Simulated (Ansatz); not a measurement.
**Single-point calculation of C2H9BN**

The run: single-point calculation of C2H9BN, multiplicity 2. Method and program: UKS PBE0-D4/def2-TZVPD (Ansatz 0.2.0).

The geometry comes from this level: PBE0-D4/def2-SVPD.

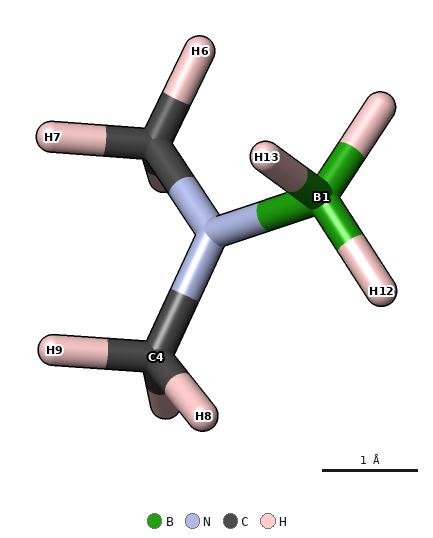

Fig. 1: The structure as given in the input (stick view, seen at a tilt; atoms are numbered from 1 in the order of the input).

### Summary

```tsv
quantity	value
outcome	converged
total energy	−4382.1419 eV
mean-field energy	−4381.9673 eV
dispersion energy	−0.1746 eV
⟨S²⟩	0.757
SCF solution under orbital rotations	stable
HOMO (either spin)	−6.88 eV
LUMO (either spin)	−3.14 eV
hardware	4 threads of Arm Neoverse V2, 95 GiB of memory available, shared host
wall time	4.4 s (CPU time 17 s)
peak memory	0.6 GiB
```

### Input file
```yaml
crystal:
  periodic: [false, false, false]
  atoms:
    - {symbol: B, position_ang: [0.052936, 0.093518, -1.514717]}
    - {symbol: N, position_ang: [0.025881, 0.049247, -0.017112]}
    - {symbol: C, position_ang: [1.057902, -0.585928, 0.749203]}
    - {symbol: C, position_ang: [-1.074899, 0.561389, 0.745536]}
    - {symbol: H, position_ang: [1.542086, 0.149718, 1.416001]}
    - {symbol: H, position_ang: [1.810124, -1.012258, 0.078656]}
    - {symbol: H, position_ang: [0.634506, -1.377287, 1.391182]}
    - {symbol: H, position_ang: [-1.842491, 0.955095, 0.072485]}
    - {symbol: H, position_ang: [-1.504968, -0.227791, 1.385801]}
    - {symbol: H, position_ang: [-0.729301, 1.370138, 1.413908]}
    - {symbol: H, position_ang: [1.196806, 0.011671, -1.936586]}
    - {symbol: H, position_ang: [-0.651219, 0.995911, -1.941686]}
    - {symbol: H, position_ang: [-0.517382, -0.983412, -1.842680]}
basis:
  gaussian: {orbitals: def2-TZVPD, initial_orbitals: start.molden}
magnetization: {spin_polarized: true, initial_magnetization: 1}
hamiltonian: {xc: pbe0, dispersion: d4}
scf: {omitted_lower_state_checks: [starts]}
output: {orbitals: {seedname: orbitals}}
```

Run as:
```bash
ansatz run in.yaml --threads 4 --pin off --events-out ev --progress --plain --max-ram 3916MiB
```

### The program's output
```
Functional definition: PBE0
  name "PBE0"
  cite "Adamo & Barone, J. Chem. Phys. 110, 6158 (1999) doi:10.1063/1.478522"
  cite "Perdew, Burke & Ernzerhof, Phys. Rev. Lett. 77, 3865 (1996) doi:10.1103/PhysRevLett.77.3865"
  parent pbe
  parameter a = 0.25
  parameter kappa = 0.804
  parameter beta = 0.06672455060314922
  exchange = (1 - a)*pbe_x(kappa = kappa, mu = beta*pi^2/3) + a*exact_x
  correlation = pbe_c(beta = beta)
these checks for a lower state are left out or cut short: starts
1151 factors; their error is unknown
mean field evaluation 1: about -4380.0160 eV, gradient 7.1e1 eV
mean field evaluation 2: about -4381.9753 eV, gradient 1.6e0 eV
mean field evaluation 4: about -4381.9670 eV, gradient 3.1e-1 eV
mean field evaluation 8: about -4381.9673 eV, gradient 1.7e-5 eV
mean field -4381.96728019 eV, -161.0343273429 hartree, gradient 1.7e-5 eV, S^2 0.757414; 0 other end points of the search recorded, 0 dependent functions left out
reference -4381.96732188 eV, -161.0343288751 hartree; 17, 16 occupied and 212, 213 virtual orbitals, 1151 factors
Total energy: -4382.14193961 eV, -161.0407459581 hartree
Checks for a lower state left out: starts
```

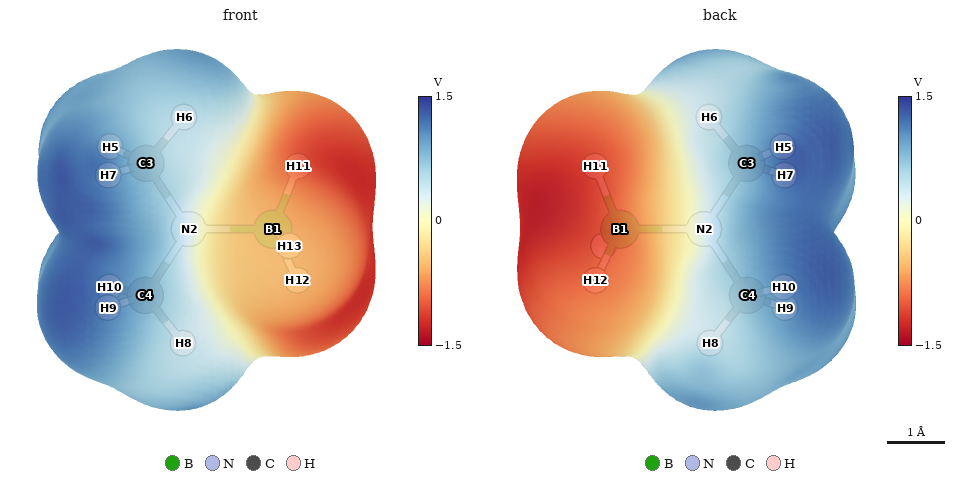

Fig. 2: The electrostatic potential painted on the density surface at 0.002 e/bohr³, seen at a tilt and from behind; red is negative and blue positive.

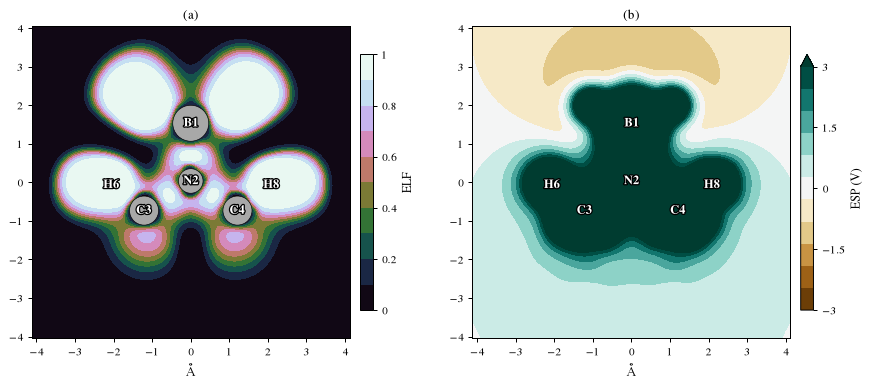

Fig. 3: (a) ELF; (b) molecular electrostatic potential on the plane of atoms C3, N2 and C4. Grey discs, where drawn, cover atomic cores. Atoms in the plane: B, N, C and H. C–N (1.43 Å): the ELF peaks at about 0.95 between the atoms (localised, shared-pair bonding). B–N (1.50 Å): the ELF peaks at about 1 between the atoms (a shared but strongly polarised pair). C–H (1.09 Å): the ELF climbs to about 1 towards the hydrogen, as it does in any bond to H; a covalent bond by its length.

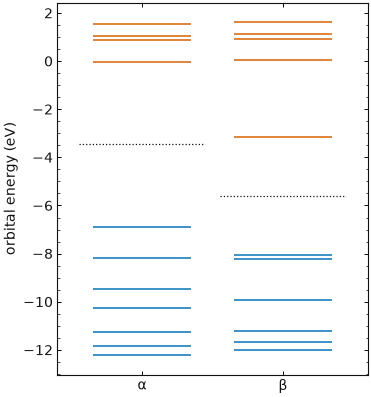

Fig. 4: Orbital energies near the frontier for α and β spins; the dotted line parts filled from empty levels, and levels within 0.02 eV of each other stand side by side. α: highest filled −6.88 eV, lowest empty −0.03 eV, 6.85 eV apart; β: highest filled −8.06 eV, lowest empty −3.14 eV, 4.92 eV apart.
